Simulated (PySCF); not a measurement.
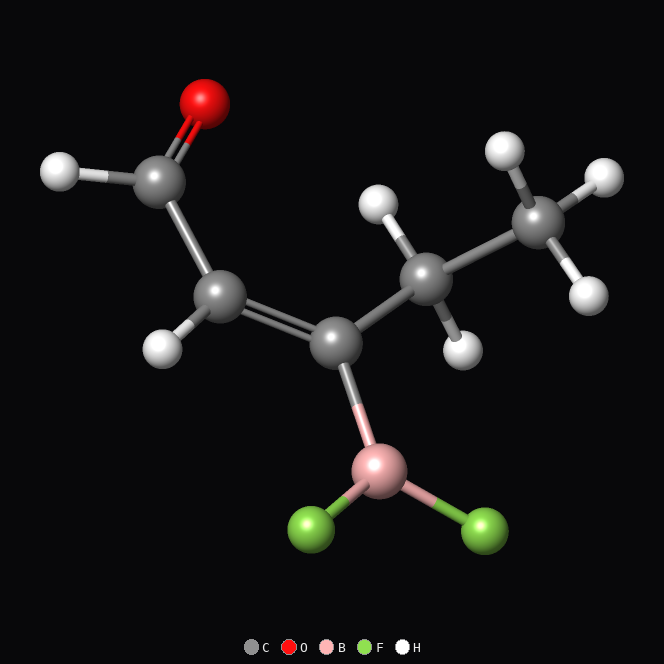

Figure made from data computed with PySCF.

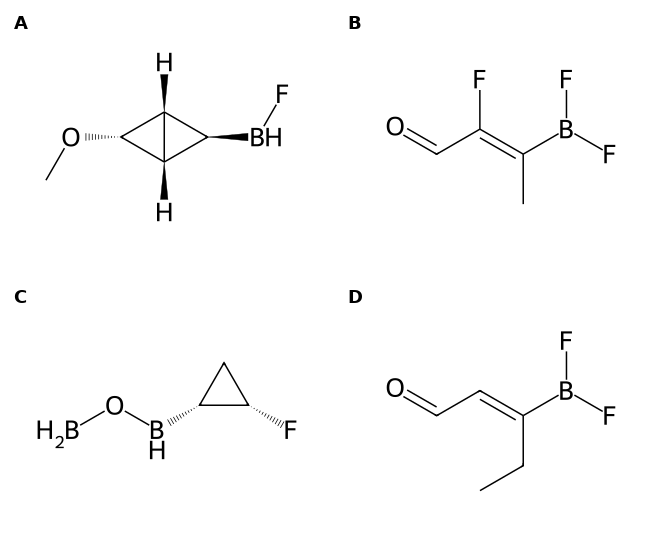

Which structural formula matches the 3D model?

Answer. D, `CC/C(=C\C=O)B(F)F`.
